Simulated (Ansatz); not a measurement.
**SnH4 (SMILES [SnH4]) at 6 levels**

We compute a comparison of 6 runs (BLYP/STO-3G, UPBE0/STO-3G, wB97M-V/STO-3G, wB97X/STO-3G, CCSD(T)/STO-3G, FCI/STO-3G) of SnH4. 

Program for the calculation: Ansatz 0.2.0.

32 further runs of the same task are left out: 3 that didn't finish, 29 set aside as unsound or not needed.

## 1. Starting point

SnH4 has 5 atoms, charge 0, and is taken as a singlet. As SMILES, `[SnH4]`. The H4–Sn1 distance was set to 3.407 Å, away from the relaxed value. At this shape a bond of the SMILES string is far longer than usual.

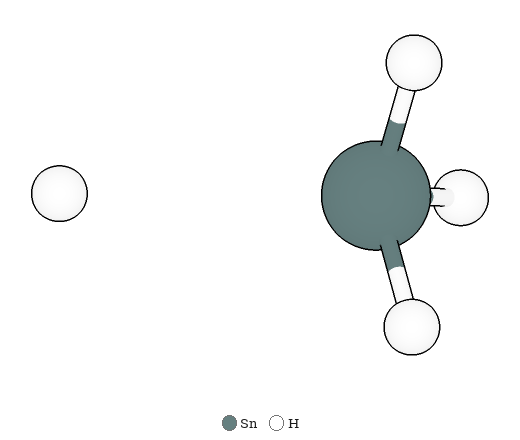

Viewed from a chosen angle; tin teal, hydrogen white.

## 2. The energy at BLYP/STO-3G (run 1)

Input file input.yaml:

```yaml
crystal:
  periodic: [false, false, false]
  atoms:
    - {symbol: Sn, position_ang: [0.116867, 0.974603, 1.392531]}
    - {symbol: H, position_ang: [0.940757, 0.121113, 2.615431]}
    - {symbol: H, position_ang: [-1.446773, 1.378013, 1.935631]}
    - {symbol: H, position_ang: [-0.116810, -0.974610, -1.392490]}
    - {symbol: H, position_ang: [0.973307, 2.399233, 1.018851]}
basis:
  gaussian:
    orbitals: STO-3G
hamiltonian:
  xc: {name: BLYP}
accuracy: high
```

On the command line:

```bash
$ ansatz run input.yaml --threads 1 --pin off --max-ram 3480MiB --events-out events.jsonl --progress --plain --runs-dir runs
```

Standard output:

```text
Warning: RAYON_NUM_THREADS=1 ignored (pool sized by the plan → 1); use --threads N
Functional definition: BLYP
  name "BLYP"
  parameter beta = 0.0042
  parameter a = 0.04918
  parameter b = 0.132
  parameter c = 0.2533
  parameter d = 0.349
  exchange = b88_x(beta = beta)
  correlation = lyp_c(a = a, b = b, c = c, d = d)
539 factors; integrals over basis functions are off by at most 4.9e-9 eV
mean field evaluation 1: about -162373.3591 eV, gradient 2.1e1 eV
mean field evaluation 2: about -162367.5811 eV, gradient 1.9e1 eV
mean field evaluation 4: about -162378.6808 eV, gradient 1.4e1 eV
mean field evaluation 8: about -162378.6017 eV, gradient 1.4e1 eV
mean field evaluation 16: about -162377.1195 eV, gradient 7.8e0 eV
mean field -162380.17999000 eV, -5967.3615493932 hartree, gradient 3.0e-8 eV, S^2 0.000000; 0 other end points of the search recorded, 0 dependent functions left out
reference -162380.18002940 eV, -5967.3615508412 hartree; 27, 27 occupied and 4, 4 virtual orbitals, 539 factors
Total energy: -162380.18002940 eV, -5967.3615508412 hartree
```

Wall time 1.3 s (1 thread of Arm Neoverse V2, shared host); peak memory 0.093 GiB.

## 3. The energy at UPBE0/STO-3G (run 2)

Input file molecule.yaml:

```yaml
crystal:
  periodic: [false, false, false]
  atoms:
    - symbol: Sn
      position_ang: [0.116867, 0.974603, 1.392531]
    - symbol: H
      position_ang: [0.940757, 0.121113, 2.615431]
    - symbol: H
      position_ang: [-1.446773, 1.378013, 1.935631]
    - symbol: H
      position_ang: [-0.116810, -0.974610, -1.392490]
    - symbol: H
      position_ang: [0.973307, 2.399233, 1.018851]
basis:
  gaussian:
    orbitals: STO-3G
magnetization:
  spin_polarized: true
hamiltonian:
  xc: {name: PBE0}
accuracy: high
```

On the command line:

```bash
$ ansatz run molecule.yaml --threads 1 --pin off --max-ram 3480MiB --events-out events.jsonl --progress --plain --runs-dir runs
```

Standard output:

```text
Warning: RAYON_NUM_THREADS=1 ignored (pool sized by the plan → 1); use --threads N
Functional definition: PBE0
  name "PBE0"
  parameter a = 0.25
  parameter kappa = 0.804
  parameter beta = 0.06672455060314922
  exchange = (1 - a)*pbe_x(kappa = kappa, mu = beta*pi^2/3) + a*exact_x
  correlation = pbe_c(beta = beta)
539 factors; integrals over basis functions are off by at most 4.9e-9 eV
mean field evaluation 1: about -162370.4292 eV, gradient 1.2e1 eV
mean field evaluation 2: about -162365.2566 eV, gradient 1.0e1 eV
mean field evaluation 4: about -162372.1589 eV, gradient 1.1e1 eV
mean field evaluation 8: about -162372.0946 eV, gradient 1.1e1 eV
mean field evaluation 16: about -162377.1321 eV, gradient 4.9e-2 eV
mean field evaluation 32: about -162377.1322 eV, gradient 1.0e-4 eV
mean field -162377.13219545 eV, -5967.2495450096 hartree, gradient 2.4e-8 eV, S^2 0.945828; 2 other end points of the search recorded, 0 dependent functions left out
reference -162377.13219702 eV, -5967.2495450674 hartree; 27, 27 occupied and 4, 4 virtual orbitals, 539 factors
Total energy: -162377.13219702 eV, -5967.2495450674 hartree
```

Wall time 3.6 s (1 thread of Arm Neoverse V2, shared host); peak memory 0.15 GiB.

Runs 3 to 5 aren't shown in full; the table further down has their settings and results.

## 4. The energy at FCI/STO-3G (run 6)

Input file molecule.yaml:

```yaml
crystal:
  periodic: [false, false, false]
  atoms:
    - {symbol: Sn, position_ang: [0.116867, 0.974603, 1.392531]}
    - {symbol: H, position_ang: [0.940757, 0.121113, 2.615431]}
    - {symbol: H, position_ang: [-1.446773, 1.378013, 1.935631]}
    - {symbol: H, position_ang: [-0.116810, -0.974610, -1.392490]}
    - {symbol: H, position_ang: [0.973307, 2.399233, 1.018851]}
basis:
  gaussian:
    orbitals: STO-3G
correlation:
  method: fci
  frozen_orbitals: {H: 0, Sn: 18}
accuracy: high
```

On the command line:

```bash
$ ansatz run molecule.yaml --threads 1 --pin off --max-ram 3480MiB --events-out events.jsonl --progress --plain --runs-dir runs
```

Standard output, shortened:

```text
Warning: RAYON_NUM_THREADS=1 ignored (pool sized by the plan → 1); use --threads N
Functional definition: HF
  name "HF"
[...]
539 factors; integrals over basis functions are off by at most 4.9e-9 eV
[...]
mean field -162324.65496448 eV, -5965.3210423416 hartree, gradient 4.7e-9 eV, S^2 0.000000; 1 other end points of the search recorded, 0 dependent functions left out; unrestricted orbitals would lower it
unrestricted determinant -162328.44341041 eV, -5965.4602651616 hartree, S^2 0.9805
18 core orbitals not correlated: weight in the atoms' cores, before any rotation towards them, 1.000 or more for the frozen orbitals, at most 0.000 for the correlated occupied ones
reference -162324.65496448 eV, -5965.3210423416 hartree; 9, 9 occupied and 4, 4 virtual orbitals, 539 factors
state -162329.96622699 eV, -5965.5162276389 hartree
Total energy: -162329.96622699 eV, -5965.5162276389 hartree
```

It took 1.6 s on 1 thread of Arm Neoverse V2, shared host; peak memory 0.11 GiB.

## 5. Overview of the runs

```
run           level  frozen core orbitals   energy (Eh)  wall time
  1     BLYP/STO-3G                     –  -5967.361551      1.3 s
  2    UPBE0/STO-3G                     –  -5967.249545      3.6 s
  3  wB97M-V/STO-3G                     –  -5967.565307       14 s
  4    wB97X/STO-3G                     –  -5967.621204      5.1 s
  5  CCSD(T)/STO-3G                    18  -5965.516323     0.47 s
  6      FCI/STO-3G                    18  -5965.516228      1.6 s
```

## 6. Results

| quantity | value |
| --- | --- |
| run 6: total energy | -5965.51623 Eh |
| run 6: correlation energy (18 core orbitals frozen) | -195.2 mEh |

Against full CI in this basis: CCSD(T) -0.1 mEh. Totals of different functionals can't be ranked against each other. In run 5 the T1 diagnostic is large, so a single reference may not serve. In run 5 the log says that unrestricted orbitals would lower the reference, so the values rest on an unstable closed-shell determinant (other closed-shell runs at this shape may share the fault). In runs 1, 2, 3, 4, 5, 6 the basis is minimal, so the values are rough. In runs 1, 3, 4, 5 a closed-shell determinant meets a far-stretched bond, which it describes badly. In runs 1, 2, 3, 4, 5, 6 relativity is left out where basis or elements ask for it. Spin contamination of the reference: run 2 ⟨S²⟩ = 0.95. Where it is this large, the reference is a mixture of spin states, and values that rest on it are in doubt. All runs together took 26 s, the longest 14 s.
